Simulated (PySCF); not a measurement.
**CCSD(T)/STO-3G run of [B2H5]− (SMILES B[BH3-])**

What is the vertical singlet–triplet gap of [B2H5]− at CCSD(T)/STO-3G? 

The results are computed with PySCF 2.14.0.

**1. Starting point**

[B2H5]− has 7 atoms, charge -1, and is taken as a singlet. SMILES: `B[BH3-]`. The coordinates come from a GFN2-xTB relaxation.

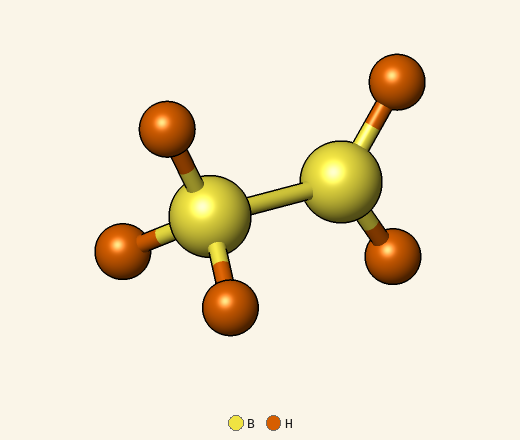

Viewed from a chosen angle; boron yellow, hydrogen orange.

**2. The energy at CCSD(T)/STO-3G**

File calc.py:

```python
# B[BH3-]
from pyscf import gto, scf, cc

mol = gto.Mole()
mol.atom = '''
B      0.210010    -0.813600     0.474350
B     -0.119910     0.613520    -0.349380
H      1.262150    -1.128320     0.968990
H     -0.606320    -1.678230     0.657480
H     -0.531530     0.371570    -1.495060
H     -1.042200     1.230100     0.207460
H      0.827810     1.404960    -0.463840
'''
mol.verbose = 3
mol.basis = 'sto-3g'
mol.charge = -1
mol.max_memory = 1860
mol.build()

hf = scf.RHF(mol)
hf.conv_tol = 1e-10
hf.kernel()
if not hf.converged:
    hf = hf.newton().run(hf.mo_coeff, hf.mo_occ)

mycc = cc.CCSD(hf, frozen=2)
mycc.kernel()
e_t = mycc.ccsd_t()
e_final = mycc.e_tot + e_t
print('E = %.10f Eh' % e_final)
```

Command:

```console
$ OMP_NUM_THREADS=1 python calc.py
```

The program printed:

```text
converged SCF energy = -51.4794633018749
E(CCSD) = -51.5896512966422  E_corr = -0.1101879947672721
CCSD(T) correction = -0.00088943567565865
E = -51.5905407323 Eh
```

Run time: 0.72 s. Hardware: 1 thread of Arm Neoverse V1, shared host; peak memory 0.1 GiB.

**3. The triplet, same level**

File start.xyz:

```xyz
7
B2H5
B      0.210010    -0.813600     0.474350
B     -0.119910     0.613520    -0.349380
H      1.262150    -1.128320     0.968990
H     -0.606320    -1.678230     0.657480
H     -0.531530     0.371570    -1.495060
H     -1.042200     1.230100     0.207460
H      0.827810     1.404960    -0.463840
```

File job.py:

```python
from pyscf import gto, scf, cc

mol = gto.Mole()
mol.atom = 'start.xyz'
mol.verbose = 3
mol.basis = 'sto-3g'
mol.charge = -1
mol.spin = 2
mol.max_memory = 1860
mol.build()

calc0 = scf.UHF(mol)
calc0.conv_tol = 1e-10
calc0.kernel()
if not calc0.converged:
    calc0 = calc0.newton().run(calc0.mo_coeff, calc0.mo_occ)

mycc = cc.CCSD(calc0, frozen=2)
mycc.kernel()
e_t = mycc.ccsd_t()
energy = mycc.e_tot + e_t
print('E = %.10f Eh' % energy)
```

Command:

```console
$ OMP_NUM_THREADS=1 python job.py
```

The program printed:

```text
WARN: HOMO 0.130794036067181 >= LUMO -0.207339028276653

converged SCF energy = -51.342007906235  <S^2> = 2.0110201  2S+1 = 3.0073378
E(UCCSD) = -51.44246998092283  E_corr = -0.100462074687831
UCCSD(T) correction = -0.000648454021710635
E = -51.4431184349 Eh
```

Wall time 0.83 s (1 thread of Arm Neoverse V1, shared host); peak memory 0.1 GiB.

**4. Outcome**

At CCSD(T)/STO-3G, 2 core orbitals frozen:

| quantity | value |
| --- | --- |
| singlet: total energy | -51.59054 Eh |
| singlet: HOMO energy (Hartree–Fock orbitals) | -1.57 eV |
| singlet: LUMO energy (Hartree–Fock orbitals) | 13.99 eV |
| singlet: HOMO–LUMO gap (to an unbound level, set by the basis) | 15.56 eV |
| singlet: correlation energy (2 core orbitals frozen) | -111.1 mEh |
| singlet: (T) correction | -0.89 mEh |
| singlet: T1 diagnostic | 0.009 |
| triplet: total energy | -51.44312 Eh |
| triplet: HOMO energy (Hartree–Fock orbitals) (highest over α and β) | 1.94 eV |
| triplet: LUMO energy (Hartree–Fock orbitals) (lowest over α and β) | 9.99 eV |
| triplet: correlation energy (2 core orbitals frozen) | -101.1 mEh |
| triplet: (T) correction | -0.65 mEh |
| triplet: ⟨S²⟩ of the reference determinant | 2.011 |
| triplet: T1 diagnostic | 0.008 |
| vertical energy of the triplet above the singlet | 4.012 eV |

**Reading.** At this shape the triplet lies 4.01 eV (387 kJ/mol) above the singlet. For an anion a state so high probably lies above electron detachment. In a minimal basis such a difference can be off by several eV, whatever the method. Mulliken charges (singlet) of the mean-field density run from -0.22 on H7 to +0.09 on B1. The triples (singlet) make up 0.8 % of the correlation energy. The triples (triplet) make up 0.6 % of the correlation energy. The HOMO (triplet) lies at positive energy, 1.94 eV: the electron is unbound at this level or held by a compact basis; values depend on the basis.
